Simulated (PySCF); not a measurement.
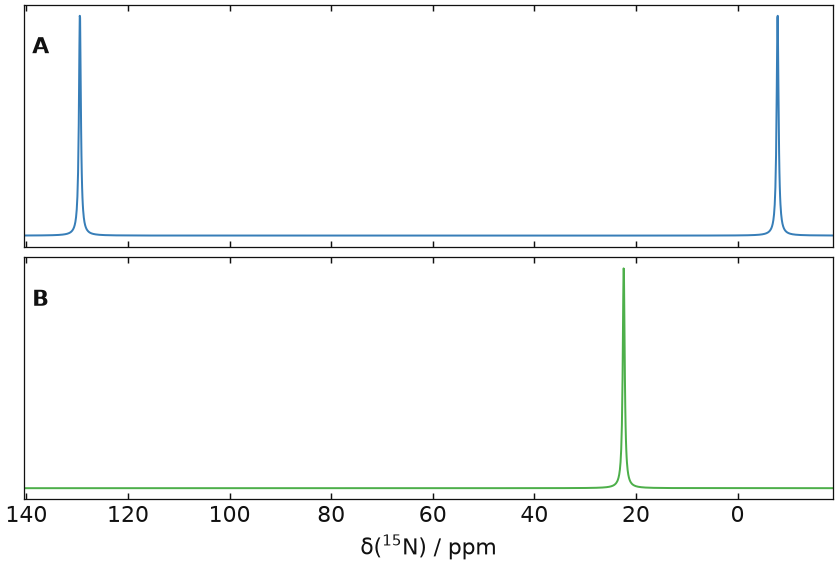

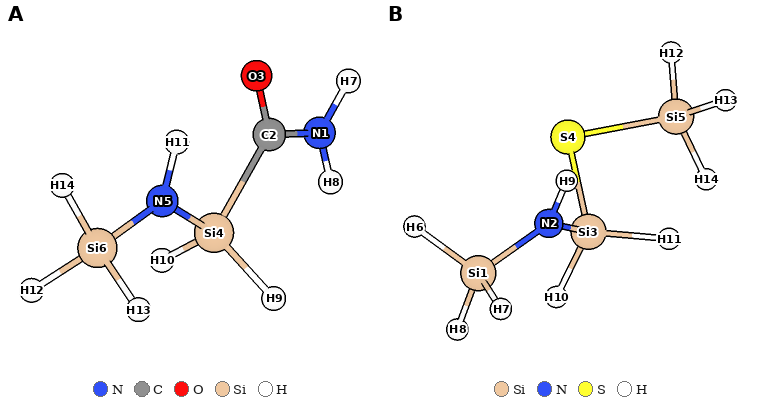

Related molecules: A is CH₈N₂OSi₂, SMILES NC(=O)[SiH2]N[SiH3]; B is Si₃NH₉S, SMILES [SiH3]N[SiH2]S[SiH3]. GIAO ¹⁵N shifts against NH₃ (¹⁵N: a single molecule, while the usual scales start at liquid NH₃ or nitromethane; multiply bonded nitrogen can come out tens of ppm too deshielded), PBE0/pcSseg-1 in PySCF 2.14.0, at a PBE0-D3(BJ)/def2-SVP geometry (no frequency check); fully decoupled, line heights follow the number of nuclei within a panel, widths are arbitrary (no quadrupolar broadening); values of one conformer, averaged over methyl-type rotors and exact or near symmetry; other conformers aren't averaged in.

Assign the ¹⁵N signals of each molecule.

A: 129.5 (N1); −7.9 (N5)
B: 22.4 (N2)
